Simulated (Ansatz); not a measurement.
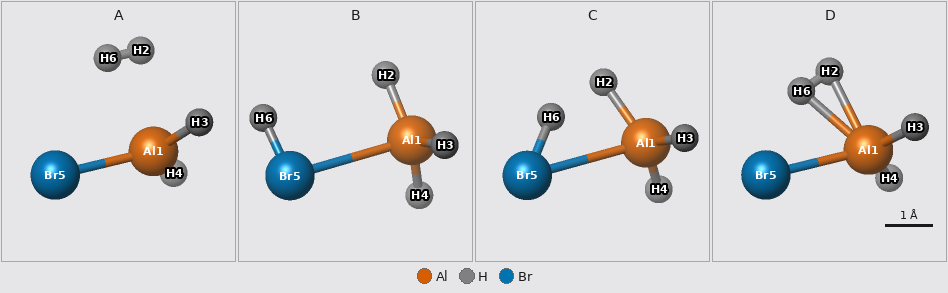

4 geometries from a converged minimum-energy path of AlH₄Br, shuffled. A ball-and-stick model, seen at a tilt.

Computed with RKS B3LYP-D4/def2-SVP (Ansatz 0.2.0). Run with 5 movable images; climbing image; force threshold 0.03 eV/Å; iteration limit 60; starting path through a guess of the saddle point.

Question: One of them is the converged climbing image. Which?

Answer: C. In order along the path, whose images run from 0 to 6: B (image 0, 0.0 kcal/mol), C (image 2, +2.4 kcal/mol), D (image 4, −20.2 kcal/mol), A (image 6, −28.9 kcal/mol). Breaking: Al1–H2 (1.59 → 1.63 at the top → 2.36 Å), Br5–H6 (1.43 → 1.51 at the top → 3.07 Å). Forming: H2–H6 (2.96 → 1.47 at the top → 0.76 Å).
